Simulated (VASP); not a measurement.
Band structure of Cu (fcc). Computed with vdW-DF2, VASP's PBE PAW potentials (set 64) (plane waves; VASP).

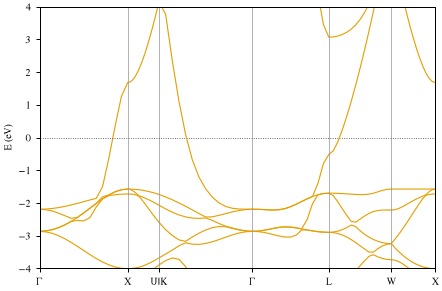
*Bands along high-symmetry lines, zero at the valence-band maximum or, without a gap, the Fermi level*

Task: Read the plot: is there a gap, and where are the band edges?

Result: It has no gap at this level: it comes out as a metal or semimetal. (Edges off the drawn lines would not show.)

The compound is Cu in the fcc structure. It was relaxed first, which changed the volume by +12 %.
